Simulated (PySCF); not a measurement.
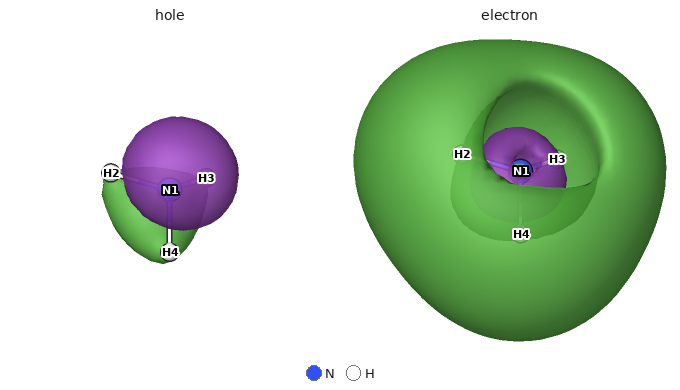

*H₃N, SMILES `N`. Leading natural transition orbital pair of S₁ (TDA singlet states); the surfaces enclose about 78 % of each orbital's density.*

Method: CAM-B3LYP/6-311G**; geometry: GFN2-xTB; program: PySCF. No frequency check shows the geometry to be a minimum. Without diffuse functions Rydberg states are missing, so the states' numbers hold for this basis only.

Cartesian coordinates (Å):

```
N1       0.0000   -0.0000    0.1100
H2       0.8717   -0.3620   -0.2568
H3      -0.7495   -0.5738   -0.2567
H4      -0.1223    0.9360   -0.2567
```

**Where does the state lie, and where do hole and electron sit?**

6.86 eV (181 nm), f = 0.051, partly diffuse acceptor orbital, which a basis without diffuse functions describes poorly; the leading pair carries 100 %; hole on N1 (80 %) and H2, H3 and H4 (6 % each), electron on N1 (26 %) and H2, H3 and H4 (25 % each) (atom shares of so diffuse an orbital are rough); their centroids lie 0.7 Å apart. In canonical orbitals it is mainly HOMO → LUMO (100 %). The HOMO–LUMO gap is 11.04 eV.

Cost of the run: 7.5 s on 1 thread of Arm Neoverse V2, with other jobs on the host, peak memory 0.22 GiB.
